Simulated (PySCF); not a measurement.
# ClH₆NSi₂: electronic excitations at several levels of theory

Aim: compute the electronic excitations of ClH₆NSi₂ (`N[SiH2][SiH2]Cl`) at several levels, and see how far they spread and what each costs.

Computed with PySCF 2.14.0, with density-fitted response routines of our own, on a single molecule in the gas phase. Atoms count from 0, in the outputs and in this text.

### Step 1. The molecule as given

10 atoms, charge 0, multiplicity 1; geometry from: GFN2-xTB. The atoms were then displaced at random by about 0.01 Å, so the start is not that level's minimum.

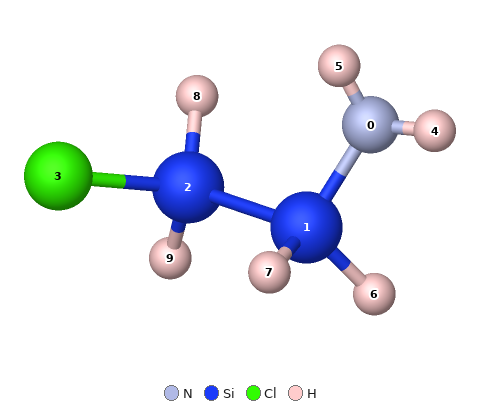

As it starts; nitrogen light blue, silicon blue, chlorine green, hydrogen pink, atoms numbered.

### Step 2. Relaxing the molecule at PBE0-D3(BJ)/def2-SVP

The job: settings as JSON, then the geometry in Å.

```
{"job": {"xc": "PBE0", "basis": "def2-SVP", "d3": "d3bj", "grid": 1, "shake": 0.01, "kind": "geom"}, "charge": 0, "multiplicity": 1}
N     -1.655220    -0.518240     0.320640
Si    -0.557430     0.679740    -0.254670
Si     1.497310    -0.338820    -0.235310
Cl     2.674330     0.341370     1.325180
H     -2.664980    -0.312630     0.224580
H     -1.499380    -0.972080     1.178840
H     -1.020920     0.981810    -1.605160
H     -0.559840     1.963640     0.488910
H      1.519770    -1.788910    -0.053560
H      2.316800    -0.056810    -1.410500
```

Run with:

```sh
OMP_NUM_THREADS=1 python probes_run.py task.json out
```

The driver reads the jobs from task.json and runs them one after another.

What it wrote:

```text
step   0  E = -1096.77437367  max force = 0.028396
step   1  E = -1096.78036867  max force = 0.006808
step   2  E = -1096.78066701  max force = 0.001750
step   3  E = -1096.78077885  max force = 0.001839
step   4  E = -1096.78085972  max force = 0.002851
step   5  E = -1096.78093636  max force = 0.002019
step   6  E = -1096.78103718  max force = 0.000743
step   7  E = -1096.78126826  max force = 0.004031
step   8  E = -1096.78102740  max force = 0.015041
step   9  E = -1096.78171853  max force = 0.009333
step  10  E = -1096.78202315  max force = 0.007717
step  11  E = -1096.78343632  max force = 0.002012
step  12  E = -1096.78349115  max force = 0.002616
step  13  E = -1096.78367045  max force = 0.001063
step  14  E = -1096.78372397  max force = 0.000673
step  15  E = -1096.78381045  max force = 0.001044
step  16  E = -1096.78383464  max force = 0.000701
step  17  E = -1096.78384689  max force = 0.000359
optimisation converged
```

Wall time 92 s (1 thread of Arm Neoverse N1, shared host); peak memory 0.42 GiB.

Along the way: (the energy doesn't fall at every step)

| step | energy from step 0 (eV) | largest force component (eV/Å) |
| --- | --- | --- |
| 0 | 0.0000 | 1.4602 |
| 1 | -0.1631 | 0.3501 |
| 2 | -0.1713 | 0.0900 |
| 3 | -0.1743 | 0.0946 |
| 4 | -0.1765 | 0.1466 |
| 5 | -0.1786 | 0.1038 |
| 6 | -0.1813 | 0.0382 |
| 7 | -0.1876 | 0.2073 |
| 8 | -0.1811 | 0.7734 |
| 9 | -0.1999 | 0.4799 |
| 10 | -0.2082 | 0.3968 |
| 11 | -0.2466 | 0.1035 |
| 12 | -0.2481 | 0.1345 |
| 13 | -0.2530 | 0.0547 |
| 14 | -0.2544 | 0.0346 |
| 15 | -0.2568 | 0.0537 |
| 16 | -0.2574 | 0.0360 |
| 17 | -0.2578 | 0.0185 |

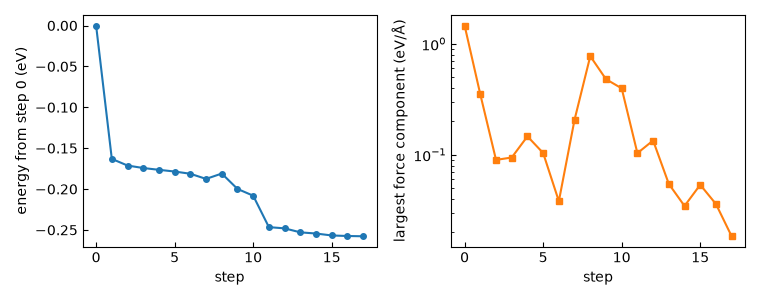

Energy and force, step by step.

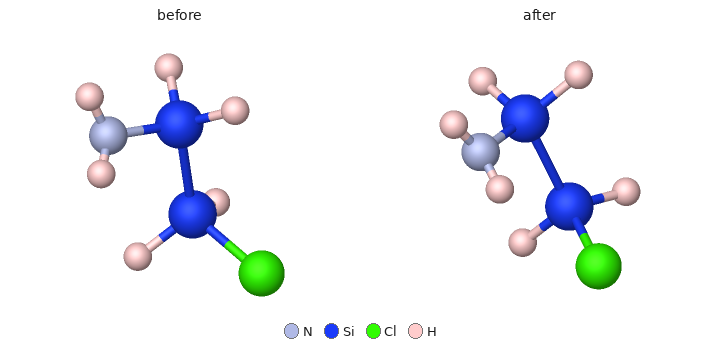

The geometry before (left) and after (right).

Distances of close pairs at the start and the end, largest changes first:

| bond | before (Å) | after (Å) | change (Å) |
| --- | --- | --- | --- |
| Si1–Si2 | 2.293 | 2.343 | +0.049 |
| Si1–H6 | 1.459 | 1.496 | +0.036 |
| Si2–H9 | 1.460 | 1.493 | +0.032 |
| N0–H5 | 0.983 | 1.015 | +0.032 |
| Si2–H8 | 1.462 | 1.493 | +0.031 |
| Si2–Cl3 | 2.070 | 2.095 | +0.025 |
| N0–H4 | 1.035 | 1.014 | -0.021 |
| Si1–H7 | 1.484 | 1.504 | +0.020 |

The end geometry stands in the next job.

| at the end point | value |
| --- | --- |
| point group (found at 0.08 Å tolerance) | C1 |
| rotational constants (GHz, main isotopes) | 5.147, 1.927, 1.517 |
| dipole moment (D) | 1.42 |

### Step 3. Excited states and response: PBE0/def2-TZVP

The job: settings as JSON, then the geometry in Å.

```
{"job": {"kind": "uv", "xc": "PBE0", "basis": "def2-TZVP"}, "charge": 0, "multiplicity": 1}
N     -1.449843    -0.534868     0.729938
Si    -0.725601     0.372552    -0.552237
Si     1.564066    -0.058098    -0.304779
Cl     1.890682     0.071137     1.760080
H     -2.457119    -0.576644     0.837238
H     -0.983454    -0.528467     1.631890
H     -1.237139    -0.113067    -1.871150
H     -0.920035     1.863771    -0.535605
H      1.963508    -1.428797    -0.740016
H      2.455253     0.935655    -0.972876
```

With the program's defaults for keys left out, this is: TDDFT PBE0/def2-TZVP, vertical, gas phase, core orbitals frozen in the response.

What it wrote:

```text
coarse grid: 9656 points
cycle   1  E = -1097.1684957690  dE =  3.258e-02  |g| = 4.516e-01  |ddm| = 2.265e+00
cycle   2  E = -1097.1275380456  dE =  4.096e-02  |g| = 6.201e-01  |ddm| = 7.174e-01
cycle   3  E = -1097.2126601458  dE = -8.512e-02  |g| = 5.212e-02  |ddm| = 4.435e-01
cycle   4  E = -1097.2131943299  dE = -5.342e-04  |g| = 2.176e-02  |ddm| = 5.304e-02
cycle   5  E = -1097.2132900988  dE = -9.577e-05  |g| = 4.530e-03  |ddm| = 1.954e-02
cycle   6  E = -1097.2132949741  dE = -4.875e-06  |g| = 1.272e-03  |ddm| = 4.526e-03
final grid: 78824 points
cycle   7  E = -1097.2091213742  dE = -1.934e-05  |g| = 6.258e-03  |ddm| = 1.417e-02
cycle   8  E = -1097.2091136699  dE =  7.704e-06  |g| = 8.528e-03  |ddm| = 8.620e-03
cycle   9  E = -1097.2091287509  dE = -1.508e-05  |g| = 5.844e-04  |ddm| = 5.224e-03
cycle  10  E = -1097.2091288137  dE = -6.275e-08  |g| = 1.608e-04  |ddm| = 5.101e-04
cycle  11  E = -1097.2091288201  dE = -6.440e-09  |g| = 4.207e-05  |ddm| = 1.620e-04
cycle  12  E = -1097.2091288207  dE = -5.527e-10  |g| = 7.554e-06  |ddm| = 3.900e-05
converged SCF energy = -1097.2091288207

Static polarisability (au): isotropic 73.807, principal 63.634 73.756 84.031

Singlet excitations
state   eV       nm        f      main configurations
  1   5.4618    227.0   0.00575   H->L 0.97
  2   6.1217    202.5   0.01557   H-1->L 0.83, H->L+1 0.15
  3   6.4620    191.9   0.02521   H->L+1 0.81, H-1->L 0.15
  4   6.7589    183.4   0.00407   H-2->L 0.97
  5   7.0560    175.7   0.04499   H->L+2 0.94
  6   7.2251    171.6   0.03910   H-1->L+1 0.93
  7   7.4862    165.6   0.01047   H->L+3 0.81, H->L+4 0.11
  8   7.6716    161.6   0.03615   H->L+4 0.74, H->L+3 0.10
  9   7.7622    159.7   0.02032   H-3->L 0.81
 10   7.8491    158.0   0.08556   H-1->L+2 0.52, H-4->L 0.26, H-2->L+1 0.10

Triplet excitations (Tamm-Dancoff, eV): 4.9877 5.5626 5.9166 6.4122
```

Run time: 26 s. Hardware: 1 thread of Arm Neoverse N1, shared host; peak memory 0.76 GiB.

Frontier orbitals and where they lie:

| orbital | eV | atoms |
| --- | --- | --- |
| HOMO−3 | -9.83 | Cl3 55 %, Si1 15 %, Si2 15 % |
| HOMO−2 | -8.90 | Cl3 62 %, Si2 18 %, H8 9 % |
| HOMO−1 | -8.19 | Si1 26 %, Si2 22 %, Cl3 22 % |
| HOMO | -7.48 | N0 53 %, Si1 20 %, H7 10 % |
| LUMO | -0.73 | Si2 49 %, Si1 30 %, Cl3 10 % |
| LUMO+1 | 0.21 | Si2 39 %, Si1 39 %, H4 5 % |
| LUMO+2 | 0.80 | Si1 39 %, Si2 36 %, Cl3 6 % |

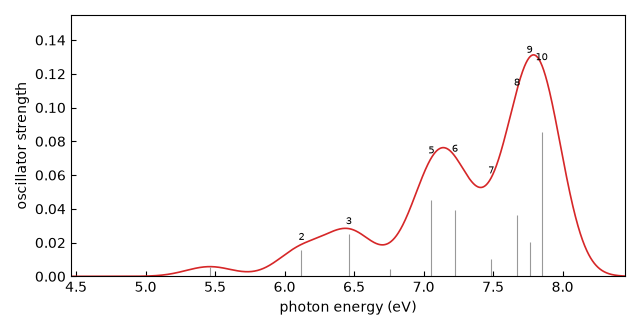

Absorption spectrum from the 10 singlet states computed; above the last one it falls off for lack of states. Lines are broadened to a width of 0.40 eV (Gaussian).

Further results of this job:

| property | computed |
| --- | --- |
| dipole moment (D) | 1.41 |
| polarisability (Å³) | 10.94 |
| HOMO–LUMO gap (eV) | 6.75 |
| −ε(HOMO) (eV) | 7.48 |

### Step 4. Excited states and response: PBE0/aug-cc-pVDZ

Settings changed since step 3:

```diff
@@ -1,2 +1,2 @@
-{"job": {"kind": "uv", "xc": "PBE0", "basis": "def2-TZVP"}, "charge": 0, "multiplicity": 1}
+{"job": {"kind": "uv", "xc": "PBE0", "basis": "aug-cc-pVDZ"}, "charge": 0, "multiplicity": 1}
 N     -1.449843    -0.534868     0.729938
```

Level: TDDFT PBE0/aug-cc-pVDZ, vertical, gas phase, core orbitals frozen in the response.

What it wrote:

```text
coarse grid: 9656 points
cycle   1  E = -1097.0975006579  dE =  8.395e-02  |g| = 4.244e-01  |ddm| = 6.092e+00
cycle   2  E = -1097.0556658908  dE =  4.183e-02  |g| = 5.935e-01  |ddm| = 1.669e+00
cycle   3  E = -1097.1405497258  dE = -8.488e-02  |g| = 4.704e-02  |ddm| = 9.199e-01
cycle   4  E = -1097.1410613993  dE = -5.117e-04  |g| = 1.888e-02  |ddm| = 1.291e-01
cycle   5  E = -1097.1411622414  dE = -1.008e-04  |g| = 3.570e-03  |ddm| = 4.688e-02
cycle   6  E = -1097.1411666061  dE = -4.365e-06  |g| = 5.965e-04  |ddm| = 7.804e-03
final grid: 78824 points
cycle   7  E = -1097.1605622563  dE = -7.249e-06  |g| = 5.363e-03  |ddm| = 6.246e-02
cycle   8  E = -1097.1605544442  dE =  7.812e-06  |g| = 8.014e-03  |ddm| = 1.863e-02
cycle   9  E = -1097.1605686856  dE = -1.424e-05  |g| = 2.194e-04  |ddm| = 1.102e-02
cycle  10  E = -1097.1605686999  dE = -1.425e-08  |g| = 8.021e-05  |ddm| = 6.896e-04
cycle  11  E = -1097.1605687017  dE = -1.760e-09  |g| = 2.574e-05  |ddm| = 2.208e-04
cycle  12  E = -1097.1605687019  dE = -2.319e-10  |g| = 4.969e-06  |ddm| = 7.674e-05
converged SCF energy = -1097.1605687019

Static polarisability (au): isotropic 80.677, principal 70.815 80.175 91.041

Singlet excitations
state   eV       nm        f      main configurations
  1   5.3484    231.8   0.00759   H->L 0.97
  2   6.0176    206.0   0.01260   H-1->L 0.68, H->L+1 0.28
  3   6.2868    197.2   0.01971   H->L+1 0.62, H-1->L 0.29
  4   6.5379    189.6   0.02068   H->L+2 0.88
  5   6.6660    186.0   0.00623   H-2->L 0.94
  6   6.7633    183.3   0.04056   H->L+3 0.93
  7   7.0273    176.4   0.04139   H->L+4 0.51, H-1->L+1 0.31
  8   7.0975    174.7   0.01260   H-1->L+1 0.56, H->L+4 0.28
  9   7.1937    172.4   0.01534   H->L+5 0.84
 10   7.2746    170.4   0.04893   H-1->L+2 0.86

Triplet excitations (Tamm-Dancoff, eV): 4.9723 5.5035 5.9389 6.3018
```

It took 23 s on 1 thread of Arm Neoverse N1, shared host; peak memory 0.74 GiB.

This run: HOMO -7.47 eV, LUMO -0.91 eV; lowest singlet 5.35 eV.

### Step 5. TDDFT and polarisability: PBE0/def2-TZVPD

Settings changed since step 4:

```diff
@@ -1,2 +1,2 @@
-{"job": {"kind": "uv", "xc": "PBE0", "basis": "aug-cc-pVDZ"}, "charge": 0, "multiplicity": 1}
+{"job": {"kind": "uv", "xc": "PBE0", "basis": "def2-TZVPD"}, "charge": 0, "multiplicity": 1}
 N     -1.449843    -0.534868     0.729938
```

Level: TDDFT PBE0/def2-TZVPD, vertical, gas phase, core orbitals frozen in the response.

What it wrote:

```text
coarse grid: 9656 points
cycle   1  E = -1097.1708671603  dE =  3.298e-02  |g| = 4.494e-01  |ddm| = 2.314e+00
cycle   2  E = -1097.1280919658  dE =  4.278e-02  |g| = 6.244e-01  |ddm| = 6.769e-01
cycle   3  E = -1097.2146746853  dE = -8.658e-02  |g| = 5.354e-02  |ddm| = 3.901e-01
cycle   4  E = -1097.2152314006  dE = -5.567e-04  |g| = 2.281e-02  |ddm| = 5.393e-02
cycle   5  E = -1097.2153382711  dE = -1.069e-04  |g| = 4.588e-03  |ddm| = 2.037e-02
cycle   6  E = -1097.2153432861  dE = -5.015e-06  |g| = 1.283e-03  |ddm| = 4.707e-03
final grid: 78824 points
cycle   7  E = -1097.2111800718  dE = -2.045e-05  |g| = 6.302e-03  |ddm| = 3.713e-02
cycle   8  E = -1097.2111719480  dE =  8.124e-06  |g| = 8.675e-03  |ddm| = 8.409e-03
cycle   9  E = -1097.2111875832  dE = -1.564e-05  |g| = 6.039e-04  |ddm| = 5.060e-03
cycle  10  E = -1097.2111876508  dE = -6.759e-08  |g| = 1.684e-04  |ddm| = 5.008e-04
cycle  11  E = -1097.2111876580  dE = -7.133e-09  |g| = 4.318e-05  |ddm| = 1.706e-04
cycle  12  E = -1097.2111876585  dE = -5.898e-10  |g| = 7.930e-06  |ddm| = 4.130e-05
converged SCF energy = -1097.2111876585

Static polarisability (au): isotropic 80.574, principal 70.596 80.057 91.070

Singlet excitations
state   eV       nm        f      main configurations
  1   5.3716    230.8   0.00691   H->L 0.97
  2   6.0104    206.3   0.01467   H-1->L 0.79, H->L+1 0.19
  3   6.3167    196.3   0.02265   H->L+1 0.76, H-1->L 0.18
  4   6.6649    186.0   0.00552   H-2->L 0.95
  5   6.7357    184.1   0.02192   H->L+2 0.91
  6   6.9341    178.8   0.02950   H->L+3 0.95
  7   7.0682    175.4   0.03996   H-1->L+1 0.90
  8   7.2190    171.7   0.04400   H->L+4 0.81
  9   7.4042    167.5   0.03193   H-1->L+2 0.84
 10   7.4473    166.5   0.00457   H->L+5 0.74

Triplet excitations (Tamm-Dancoff, eV): 4.9288 5.4812 5.8293 6.3279
```

It took 38 s on 1 thread of Arm Neoverse N1, shared host; peak memory 0.86 GiB.

This run: HOMO -7.53 eV, LUMO -0.91 eV; lowest singlet 5.37 eV.

### Step 6. TDDFT and polarisability: PBE0/6-31+G*

Settings changed since step 5:

```diff
@@ -1,2 +1,2 @@
-{"job": {"kind": "uv", "xc": "PBE0", "basis": "def2-TZVPD"}, "charge": 0, "multiplicity": 1}
+{"job": {"kind": "uv", "xc": "PBE0", "basis": "6-31+G*"}, "charge": 0, "multiplicity": 1}
 N     -1.449843    -0.534868     0.729938
```

Method: TDDFT PBE0/6-31+G*, vertical, gas phase, core orbitals frozen in the response.

What it wrote:

```text
coarse grid: 9656 points
cycle   1  E = -1097.0980136122  dE =  6.433e-02  |g| = 4.197e-01  |ddm| = 2.797e+00
cycle   2  E = -1097.0602173384  dE =  3.780e-02  |g| = 5.766e-01  |ddm| = 9.925e-01
cycle   3  E = -1097.1414791976  dE = -8.126e-02  |g| = 4.769e-02  |ddm| = 5.763e-01
cycle   4  E = -1097.1419880845  dE = -5.089e-04  |g| = 1.887e-02  |ddm| = 8.475e-02
cycle   5  E = -1097.1420956438  dE = -1.076e-04  |g| = 2.705e-03  |ddm| = 3.243e-02
cycle   6  E = -1097.1420981147  dE = -2.471e-06  |g| = 3.413e-04  |ddm| = 7.018e-03
final grid: 78824 points
cycle   7  E = -1097.0899986339  dE = -6.268e-06  |g| = 5.660e-03  |ddm| = 1.825e-02
cycle   8  E = -1097.0899900873  dE =  8.547e-06  |g| = 8.417e-03  |ddm| = 1.082e-02
cycle   9  E = -1097.0900059589  dE = -1.587e-05  |g| = 2.294e-04  |ddm| = 6.471e-03
cycle  10  E = -1097.0900059742  dE = -1.540e-08  |g| = 8.131e-05  |ddm| = 5.040e-04
cycle  11  E = -1097.0900059761  dE = -1.893e-09  |g| = 2.228e-05  |ddm| = 1.587e-04
cycle  12  E = -1097.0900059763  dE = -1.723e-10  |g| = 4.409e-06  |ddm| = 4.937e-05
converged SCF energy = -1097.0900059763

Static polarisability (au): isotropic 70.504, principal 62.886 69.643 78.984

Singlet excitations
state   eV       nm        f      main configurations
  1   5.3412    232.1   0.00702   H->L 0.97
  2   6.0603    204.6   0.01571   H-1->L 0.81, H->L+1 0.17
  3   6.3917    194.0   0.01989   H->L+1 0.77, H-1->L 0.17
  4   6.6629    186.1   0.00769   H-2->L 0.91
  5   6.6702    185.9   0.02808   H->L+2 0.89
  6   6.9037    179.6   0.02671   H->L+3 0.95
  7   7.2233    171.6   0.03927   H-1->L+1 0.86
  8   7.3216    169.3   0.06959   H->L+4 0.79, H-1->L+2 0.08
  9   7.4376    166.7   0.07208   H-1->L+2 0.81, H->L+4 0.09
 10   7.5330    164.6   0.01647   H->L+5 0.79, H->L+6 0.09

Triplet excitations (Tamm-Dancoff, eV): 5.0035 5.5548 6.1035 6.3464
```

Run time: 12 s. Hardware: 1 thread of Arm Neoverse N1, shared host; peak memory 0.5 GiB.

In short: HOMO -7.50 eV, LUMO -0.93 eV; lowest singlet 5.34 eV.

### Step 7. Run by run: electronic excitations

Excitations and ground-state properties, with basis size and wall time:

| run | lowest singlet (eV) | brightest (eV) | f | gap (eV) | α (Å³) | μ (D) | functions | time |
| --- | --- | --- | --- | --- | --- | --- | --- | --- |
| PBE0/def2-TZVP | 5.46 | 7.85 | 0.086 | 6.75 | 10.94 | 1.41 | 178 | 26 s |
| PBE0/aug-cc-pVDZ | 5.35 | 7.27 | 0.049 | 6.57 | 11.96 | 1.43 | 158 | 23 s |
| PBE0/def2-TZVPD | 5.37 | 7.22 | 0.044 | 6.62 | 11.94 | 1.39 | 223 | 38 s |
| PBE0/6-31+G* | 5.34 | 7.44 | 0.072 | 6.56 | 10.45 | 1.67 | 96 | 12 s |

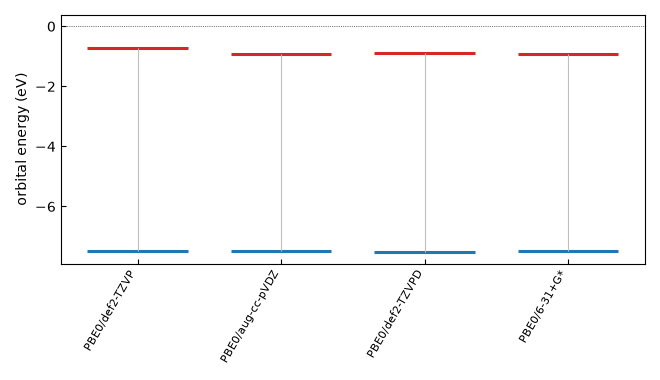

HOMO (blue) and LUMO (red) run by run.

### Step 8. Summary of results

```
                                quantity                         value
                             point group                            C1
    rotational constants (main isotopes)          5.15, 1.93, 1.52 GHz
         lowest singlet (PBE0/def2-TZVP)   5.46 eV (227 nm), f = 0.006
brightest single state of those computed  state 10, 7.85 eV, f = 0.086
                          lowest triplet                       4.99 eV
             range of the lowest singlet               5.34 to 5.46 eV
```

**Reading.** Single values in the summary come from the first run of each kind that ended normally (PBE0/def2-TZVP), which need not be the best level. The optimisation took 17 steps and gained 0.258 eV; among the close pairs (by a distance rule), Si1–Si2 changed most, from 2.293 to 2.343 Å. The lowest singlet, at 5.46 eV, is HOMO→LUMO 0.97 and is weak; of the 10 states computed, the strongest absorption comes from state 10 at 7.85 eV (the last computed, so partners may be missing). The lowest triplet lies 0.47 eV below the lowest singlet (triplets in Tamm-Dancoff, singlets in full TDDFT). States above −ε(HOMO) lie where TDDFT describes them poorly and they hang on the basis; the brightest is among them. The basis of PBE0/def2-TZVP has no diffuse functions, so Rydberg states are missing and the high states are unreliable. The lowest singlet runs from 5.34 eV (PBE0/6-31+G*) to 5.46 eV (PBE0/def2-TZVP), while the orbital gap spans 6.56 to 6.75 eV. The lowest state need not be the same one in every run.
